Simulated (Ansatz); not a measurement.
**HfH4Cl2O3: molecular dynamics (part 3 of 3)**

The same run, continued: HfH4Cl2O3; RKS PBE0/def2-SVP (Ansatz 0.2.0). It belongs to a series of runs on one base structure; here: dynamics from the highest image of the converged band.

Geometry of the input (Å):
```
Hf -0.0987  0.0404  0.1035
O  -0.2127  0.2726  2.1155
H  -0.6548  -0.1876  2.8344
O  1.5994  -0.4277  -0.6375
H  2.5227  -0.4711  -0.8793
Cl -1.3101  1.6054  -1.2161
O  -1.1406  -1.5521  -0.0591
H  -1.4119  -2.3955  -0.4194
Cl 1.3778  2.3403  1.3183
H  0.6500  1.4792  2.1144
```

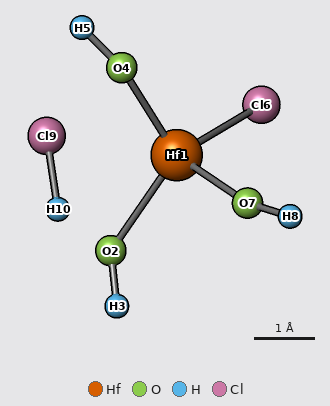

Figure 1. The geometry at step 105 of the log (ball-and-stick view, seen at a tilt; atoms are numbered from 1 in the order of the input).

### Trajectory as extended XYZ, continued
```
10
Properties=species:S:1:pos:R:3:forces:R:3 step=11 time_fs=5.5 energy=-32538.47185 temperature=77.9
Hf   -0.0998    0.0343    0.1019    0.2332   0.3780   0.2511
O    -0.2113    0.2680    2.1191    0.4189   0.4909  -0.6406
H    -0.6372   -0.1429    2.8585   -0.3761  -0.3863   0.5709
O     1.6022   -0.4203   -0.6419    0.7433  -0.0012  -0.2400
H     2.5375   -0.3991   -0.9012   -0.7824  -0.0247   0.2268
Cl   -1.3000    1.6137   -1.2125   -0.0059  -0.0391   0.0017
O    -1.1434   -1.5454   -0.0440   -0.2186  -0.3344  -0.1715
H    -1.4808   -2.3315   -0.4750    0.0248   0.0284   0.0665
Cl    1.3748    2.3529    1.3175   -0.1643  -0.1511   0.1752
H     0.6252    1.4968    2.1285    0.1272   0.0396  -0.2400
10
Properties=species:S:1:pos:R:3:forces:R:3 step=21 time_fs=10.5 energy=-32538.45578 temperature=62.5
Hf   -0.1006    0.0292    0.1007    0.2871   0.4896   0.4782
O    -0.2079    0.2670    2.1198   -0.3544  -0.2476   0.5568
H    -0.6446   -0.1294    2.9016    0.3907   0.3133  -0.8428
O     1.6068   -0.4136   -0.6468   -0.9481  -0.0699   0.2352
H     2.5076   -0.3388   -0.9067    0.8777   0.0417  -0.2416
Cl   -1.2909    1.6210   -1.2093   -0.0065  -0.0642   0.0070
O    -1.1489   -1.5438   -0.0328   -0.2777  -0.3817  -0.2363
H    -1.5405   -2.2727   -0.5132   -0.0016  -0.0615   0.0524
Cl    1.3712    2.3635    1.3177    0.0741   0.1297  -0.0934
H     0.6275    1.5177    2.0945   -0.0412  -0.1493   0.0845
10
Properties=species:S:1:pos:R:3:forces:R:3 step=32 time_fs=16.0 energy=-32538.46014 temperature=66.3
Hf   -0.1010    0.0244    0.1002    0.2275   0.4754   0.4608
O    -0.2047    0.2667    2.1201    0.3445   0.3533  -0.7393
H    -0.6343   -0.1088    2.8798   -0.2908  -0.2918   0.4152
O     1.6078   -0.4066   -0.6519    0.2154   0.0199  -0.1105
H     2.5217   -0.2766   -0.9227   -0.2956  -0.0723   0.1064
Cl   -1.2809    1.6285   -1.2056   -0.0022  -0.1037   0.0232
O    -1.1598   -1.5486   -0.0245   -0.2152  -0.2593  -0.2503
H    -1.6044   -2.2220   -0.5387   -0.0053  -0.0945   0.0514
Cl    1.3676    2.3760    1.3173    0.0330   0.0584  -0.0787
H     0.6231    1.5049    2.0744   -0.0113  -0.0855   0.1219
10
Properties=species:S:1:pos:R:3:forces:R:3 step=42 time_fs=21.0 energy=-32538.45821 temperature=64.4
Hf   -0.1011    0.0206    0.1004    0.1061   0.3260   0.1827
O    -0.1995    0.2692    2.1147    0.0624   0.1114  -0.0131
H    -0.6468   -0.1189    2.8740    0.0417   0.0111  -0.1125
O     1.6086   -0.4005   -0.6571    0.2208   0.0210  -0.1051
H     2.5166   -0.2285   -0.9274   -0.3190  -0.0910   0.1177
Cl   -1.2719    1.6345   -1.2021    0.0008  -0.1399   0.0411
O    -1.1732   -1.5572   -0.0211   -0.0967  -0.0680  -0.2550
H    -1.6608   -2.1942   -0.5458    0.0457  -0.0376   0.0935
Cl    1.3645    2.3878    1.3165   -0.2117  -0.2876   0.1552
H     0.6174    1.4736    2.0829    0.1499   0.1547  -0.1045
10
Properties=species:S:1:pos:R:3:forces:R:3 step=53 time_fs=26.5 energy=-32538.44446 temperature=51.5
Hf   -0.1010    0.0170    0.1009   -0.1871   0.0031   0.0325
O    -0.1920    0.2745    2.1070   -0.3091  -0.2992   0.5510
H    -0.6621   -0.1383    2.8568    0.3836   0.3166  -0.6122
O     1.6090   -0.3941   -0.6634   -0.9302  -0.2199   0.2593
H     2.4913   -0.1905   -0.9207    0.8748   0.1491  -0.2365
Cl   -1.2619    1.6401   -1.1979   -0.0011  -0.1399   0.0485
O    -1.1891   -1.5672   -0.0214    0.1601   0.2889  -0.1511
H    -1.7155   -2.1809   -0.5338    0.0190  -0.0737   0.0369
Cl    1.3597    2.3987    1.3166   -0.0610  -0.1611   0.0350
H     0.6466    1.4770    2.0720    0.0510   0.1361   0.0367
10
Properties=species:S:1:pos:R:3:forces:R:3 step=63 time_fs=31.5 energy=-32538.43601 temperature=43.4
Hf   -0.1012    0.0137    0.1014   -0.4499  -0.2054   0.0267
O    -0.1856    0.2785    2.1012    0.4991   0.3461  -0.8168
H    -0.6524   -0.1402    2.8059   -0.4990  -0.4683   0.7864
O     1.6057   -0.3893   -0.6683    0.7709   0.1450  -0.2186
H     2.5142   -0.1564   -0.9230   -0.7202  -0.2353   0.2193
Cl   -1.2529    1.6443   -1.1938   -0.0148  -0.1081   0.0387
O    -1.2014   -1.5723   -0.0243    0.2715   0.4368  -0.1207
H    -1.7567   -2.1830   -0.5100    0.0560  -0.0288   0.0441
Cl    1.3550    2.4075    1.3169    0.2385   0.2099  -0.2234
H     0.6845    1.5098    2.0720   -0.1522  -0.0919   0.2643
10
Properties=species:S:1:pos:R:3:forces:R:3 step=74 time_fs=37.0 energy=-32538.44698 temperature=53.6
Hf   -0.1021    0.0098    0.1020   -0.4313  -0.2058  -0.1717
O    -0.1766    0.2829    2.0918   -0.3456  -0.3860   0.6998
H    -0.6692   -0.1725    2.7980    0.3304   0.2858  -0.4439
O     1.6052   -0.3841   -0.6746    0.0290  -0.0508   0.0098
H     2.5009   -0.1437   -0.9099    0.0369  -0.0494   0.0021
Cl   -1.2430    1.6479   -1.1890   -0.0426  -0.0795   0.0226
O    -1.2103   -1.5705   -0.0295    0.2718   0.4187  -0.0883
H    -1.7874   -2.1940   -0.4723    0.0881   0.0104   0.0470
Cl    1.3512    2.4185    1.3160    0.0490  -0.0471   0.0716
H     0.6946    1.5330    2.1267    0.0142   0.1036  -0.1490
10
Properties=species:S:1:pos:R:3:forces:R:3 step=84 time_fs=42.0 energy=-32538.44875 temperature=55.2
Hf   -0.1035    0.0060    0.1022   -0.2809  -0.0738  -0.1948
O    -0.1702    0.2843    2.0883   -0.0568  -0.1179   0.2544
H    -0.6621   -0.1867    2.7666   -0.0115  -0.0220   0.0671
O     1.6052   -0.3801   -0.6801   -0.4258  -0.1681   0.1438
H     2.4978   -0.1447   -0.8981    0.4791   0.0634  -0.1124
Cl   -1.2344    1.6507   -1.1844   -0.0737  -0.0401   0.0013
O    -1.2140   -1.5620   -0.0355    0.2395   0.3288  -0.0297
H    -1.7985   -2.2072   -0.4300    0.0310  -0.0493  -0.0063
Cl    1.3484    2.4283    1.3153    0.0729   0.0084   0.0866
H     0.7021    1.5728    2.1506    0.0262   0.0706  -0.2100
10
Properties=species:S:1:pos:R:3:forces:R:3 step=95 time_fs=47.5 energy=-32538.43730 temperature=44.5
Hf   -0.1055    0.0017    0.1023   -0.0278   0.1863  -0.0803
O    -0.1646    0.2833    2.0891    0.2540   0.1692  -0.3753
H    -0.6514   -0.2013    2.7431   -0.3779  -0.3727   0.5811
O     1.6041   -0.3771   -0.6853    0.8565   0.1273  -0.1380
H     2.5286   -0.1536   -0.8913   -0.8187  -0.2453   0.1853
Cl   -1.2255    1.6535   -1.1794   -0.1135   0.0146  -0.0288
O    -1.2144   -1.5477   -0.0429   -0.0011  -0.0285  -0.0582
H    -1.7955   -2.2280   -0.3809    0.0648  -0.0063   0.0030
Cl    1.3462    2.4397    1.3148    0.3647   0.4174  -0.2879
H     0.7071    1.6227    2.1377   -0.2010  -0.2619   0.1992
10
Properties=species:S:1:pos:R:3:forces:R:3 step=105 time_fs=52.5 energy=-32538.43728 temperature=44.5
Hf   -0.1073   -0.0019    0.1022    0.3447   0.4946  -0.1500
O    -0.1601    0.2805    2.0909   -0.5931  -0.6439   0.8357
H    -0.6595   -0.2324    2.7618    0.4981   0.5313  -0.5927
O     1.6061   -0.3747   -0.6897   -0.7270  -0.2068   0.2445
H     2.5133   -0.1853   -0.8753    0.6503   0.0909  -0.1409
Cl   -1.2182    1.6561   -1.1751   -0.1427   0.0290  -0.0435
O    -1.2146   -1.5349   -0.0505   -0.1846  -0.3213  -0.0451
H    -1.7789   -2.2512   -0.3367    0.0474  -0.0132  -0.0205
Cl    1.3462    2.4524    1.3130   -0.0129  -0.0432   0.1615
H     0.6767    1.6218    2.1515    0.1198   0.0827  -0.2490
10
Properties=species:S:1:pos:R:3:forces:R:3 step=116 time_fs=58.0 energy=-32538.44767 temperature=54.3
Hf   -0.1088   -0.0052    0.1019    0.5011   0.6407  -0.0129
O    -0.1593    0.2725    2.0982    0.2296   0.1835  -0.5137
H    -0.6317   -0.2231    2.7568   -0.3131  -0.2935   0.5324
O     1.6051   -0.3739   -0.6923   -0.2446  -0.1079   0.1691
H     2.5309   -0.2229   -0.8671    0.1213  -0.0118  -0.0367
Cl   -1.2114    1.6591   -1.1706   -0.1618   0.0505  -0.0564
O    -1.2179   -1.5262   -0.0595   -0.2375  -0.4401  -0.0150
H    -1.7496   -2.2826   -0.2951   -0.0056  -0.0626  -0.0597
Cl    1.3465    2.4663    1.3118    0.0773   0.0746  -0.0014
H     0.6666    1.6322    2.1157    0.0333  -0.0333  -0.0057
10
Properties=species:S:1:pos:R:3:forces:R:3 step=126 time_fs=63.0 energy=-32538.44735 temperature=54.0
Hf   -0.1094   -0.0072    0.1016    0.3892   0.5328   0.1131
O    -0.1587    0.2642    2.1027   -0.1466  -0.2226  -0.0677
H    -0.6225   -0.2231    2.7950    0.1101   0.1491  -0.1124
O     1.6021   -0.3746   -0.6924    0.5762  -0.0271   0.0265
H     2.5498   -0.2663   -0.8628   -0.6792  -0.0979   0.1054
Cl   -1.2062    1.6623   -1.1670   -0.1690   0.0656  -0.0644
O    -1.2247   -1.5254   -0.0681   -0.2235  -0.4664  -0.0129
H    -1.7184   -2.3187   -0.2695    0.0377   0.0264  -0.0553
Cl    1.3473    2.4795    1.3107    0.1917   0.2067  -0.1665
H     0.6655    1.6333    2.0792   -0.0866  -0.1665   0.2342
10
Properties=species:S:1:pos:R:3:forces:R:3 step=137 time_fs=68.5 energy=-32538.44314 temperature=50.2
Hf   -0.1096   -0.0087    0.1014    0.1498   0.2808   0.0755
O    -0.1592    0.2527    2.1043   -0.2821  -0.3110   0.3582
H    -0.6039   -0.2048    2.8422    0.3377   0.3706  -0.5601
O     1.5997   -0.3768   -0.6904   -0.9365  -0.1552   0.3205
H     2.5250   -0.3242   -0.8556    0.8433   0.0304  -0.1821
Cl   -1.2019    1.6662   -1.1635   -0.1601   0.0456  -0.0572
O    -1.2356   -1.5318   -0.0776    0.0078  -0.1812   0.0405
H    -1.6785   -2.3588   -0.2585    0.0165   0.0180  -0.0723
Cl    1.3492    2.4951    1.3088   -0.1928  -0.3051   0.2443
H     0.6556    1.6065    2.0824    0.2163   0.2070  -0.1674
10
Properties=species:S:1:pos:R:3:forces:R:3 step=147 time_fs=73.5 energy=-32538.44673 temperature=53.6
Hf   -0.1095   -0.0096    0.1013   -0.2486  -0.0323   0.2405
O    -0.1601    0.2414    2.1045    0.5367   0.4852  -1.1343
H    -0.5678   -0.1631    2.8521   -0.4535  -0.4486   0.7816
O     1.5938   -0.3807   -0.6855    0.5414  -0.1242   0.0228
H     2.5425   -0.3779   -0.8630   -0.5072  -0.0105   0.0655
Cl   -1.1991    1.6702   -1.1607   -0.1476   0.0489  -0.0567
O    -1.2454   -1.5405   -0.0856    0.2297   0.1225   0.0650
H    -1.6386   -2.3918   -0.2666    0.0029   0.0002  -0.0766
Cl    1.3500    2.5076    1.3083    0.0596  -0.0060  -0.0174
H     0.6877    1.6190    2.0605   -0.0133  -0.0352   0.1094
10
Properties=species:S:1:pos:R:3:forces:R:3 step=158 time_fs=79.0 energy=-32538.44865 temperature=55.3
Hf   -0.1098   -0.0107    0.1017   -0.5310  -0.2416   0.2267
O    -0.1578    0.2315    2.0965   -0.1342  -0.1529   0.3592
H    -0.5570   -0.1459    2.8999    0.2545   0.2165  -0.6443
O     1.5898   -0.3871   -0.6784    0.5773  -0.1687  -0.0190
H     2.5316   -0.4422   -0.8746   -0.4403   0.0251   0.0643
Cl   -1.1972    1.6749   -1.1580   -0.1351   0.0406  -0.0529
O    -1.2524   -1.5485   -0.0934    0.3305   0.2191   0.0504
H    -1.5905   -2.4208   -0.2949    0.0362   0.0953  -0.0497
Cl    1.3513    2.5213    1.3077    0.1136   0.0423  -0.0386
H     0.7202    1.6232    2.0639   -0.0715  -0.0758   0.1038
10
Properties=species:S:1:pos:R:3:forces:R:3 step=168 time_fs=84.0 energy=-32538.44732 temperature=54.0
Hf   -0.1108   -0.0120    0.1022   -0.5311  -0.2279   0.0434
O    -0.1545    0.2232    2.0880    0.2096   0.2072  -0.0861
H    -0.5371   -0.1258    2.8938   -0.0776  -0.1080   0.0153
O     1.5895   -0.3953   -0.6710   -0.6834  -0.0605   0.2623
H     2.4997   -0.4975   -0.8869    0.8147  -0.0812  -0.2184
Cl   -1.1965    1.6794   -1.1560   -0.1202   0.0108  -0.0386
O    -1.2535   -1.5519   -0.0996    0.3766   0.3043   0.0583
H    -1.5415   -2.4326   -0.3353   -0.0015   0.0307  -0.0530
Cl    1.3532    2.5338    1.3071   -0.1108  -0.3094   0.2784
H     0.7362    1.6144    2.0868    0.1237   0.2338  -0.2616
10
Properties=species:S:1:pos:R:3:forces:R:3 step=179 time_fs=89.5 energy=-32538.44963 temperature=56.4
Hf   -0.1127   -0.0138    0.1030   -0.4165  -0.1062  -0.0365
O    -0.1479    0.2171    2.0781    0.4287   0.3951  -0.5943
H    -0.5280   -0.1259    2.8730   -0.3490  -0.3544   0.6160
O     1.5887   -0.4066   -0.6612    0.8086  -0.2691  -0.1542
H     2.5094   -0.5609   -0.9173   -0.6710   0.1364   0.1823
Cl   -1.1966    1.6846   -1.1541   -0.1117   0.0065  -0.0321
O    -1.2484   -1.5510   -0.1056    0.2621   0.1440   0.0119
H    -1.4865   -2.4317   -0.3925   -0.0231   0.0200  -0.0359
Cl    1.3549    2.5460    1.3079    0.2720   0.2670  -0.1890
H     0.7721    1.6456    2.0659   -0.2001  -0.2391   0.2319
10
Properties=species:S:1:pos:R:3:forces:R:3 step=189 time_fs=94.5 energy=-32538.45676 temperature=63.2
Hf   -0.1150   -0.0155    0.1036   -0.0764   0.1417  -0.3376
O    -0.1389    0.2144    2.0684   -0.3158  -0.2306   1.1450
H    -0.5452   -0.1589    2.8764    0.3814   0.3155  -0.8388
O     1.5923   -0.4197   -0.6521   -0.1463  -0.1103   0.1059
H     2.4810   -0.6074   -0.9371    0.1643   0.0034  -0.0436
Cl   -1.1975    1.6893   -1.1526   -0.1035  -0.0243  -0.0171
O    -1.2398   -1.5483   -0.1109    0.0785  -0.1620  -0.0598
H    -1.4407   -2.4207   -0.4521   -0.0328   0.0758   0.0090
Cl    1.3578    2.5581    1.3080    0.0275  -0.1106   0.1343
H     0.7717    1.6398    2.0787    0.0230   0.1014  -0.0975
10
Properties=species:S:1:pos:R:3:forces:R:3 step=200 time_fs=100.0 energy=-32538.45927 temperature=65.6
Hf   -0.1177   -0.0172    0.1037    0.2776   0.3837  -0.4622
O    -0.1292    0.2122    2.0664    0.2740   0.3370  -0.1154
H    -0.5440   -0.1862    2.8216   -0.2583  -0.2696   0.4937
O     1.5960   -0.4365   -0.6412   -0.7351   0.0439   0.3014
H     2.4593   -0.6483   -0.9574    0.6208  -0.1049  -0.2049
Cl   -1.1993    1.6942   -1.1511   -0.0875  -0.0578   0.0009
O    -1.2289   -1.5475   -0.1176   -0.0682  -0.2875  -0.0708
H    -1.4021   -2.3984   -0.5189   -0.0776  -0.0355  -0.0051
Cl    1.3614    2.5708    1.3089    0.0180  -0.1110   0.1229
H     0.7730    1.6538    2.0744    0.0364   0.1016  -0.0604
```
